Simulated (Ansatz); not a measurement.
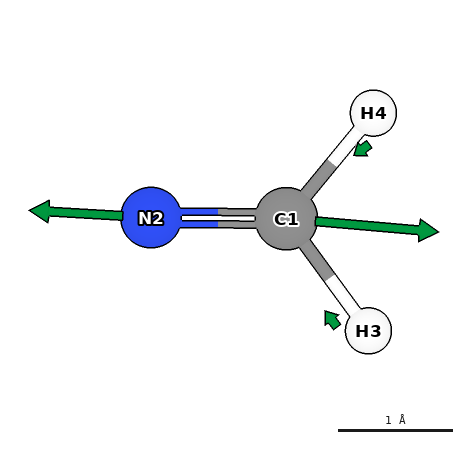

Arrows show the forces on the atoms, 0.3 Å of arrow for 1 eV/Å; forces under a tenth of the largest aren't drawn. State: charge −1, singlet. Level of theory: PBE-D4/def2-TZVPPD (Ansatz 0.2.0).

### On which atom is the force largest, and how large is it?

On C1: 3.70 eV/Å.

### Which bond do the forces act along most?

C1–N2, now 1.200 Å: the forces push its atoms apart, so a first step downhill lengthens it.

List the force components in the frame of the picture (x right, y up, z towards the viewer), in eV/Å.

| atom | Fx | Fy | Fz |
| --- | --- | --- | --- |
| C1 | 3.67 | −0.32 | 0.27 |
| N2 | −2.80 | 0.16 | −0.24 |
| H3 | −0.39 | 0.51 | 0.01 |
| H4 | −0.49 | −0.36 | −0.04 |
